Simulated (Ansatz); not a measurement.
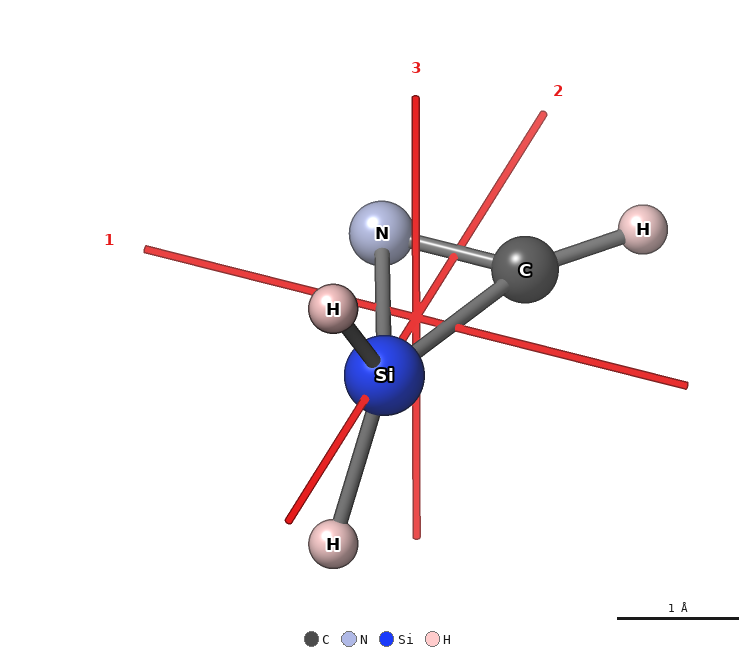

The three principal axes of inertia are drawn and numbered. Atoms fade into the background with distance from the viewer. Computed geometry: PBE-D4/def2-SVP optimisation. No frequency run is at hand to confirm it as a minimum. Masses are those of the most abundant isotopes; constants are for the rigid equilibrium geometry.

**Which line is the a axis (least moment of inertia), which b and which c?**

a is line 2, b is line 1, c is line 3; the moments are 15.9, 51.1, 60.5 u Å².

**Classify the rotor and give the rotational constants (MHz).**

An asymmetric top (Cs): A = 31792, B = 9891, C = 8351 MHz. Ray's parameter κ is −0.87, close to the prolate limit.
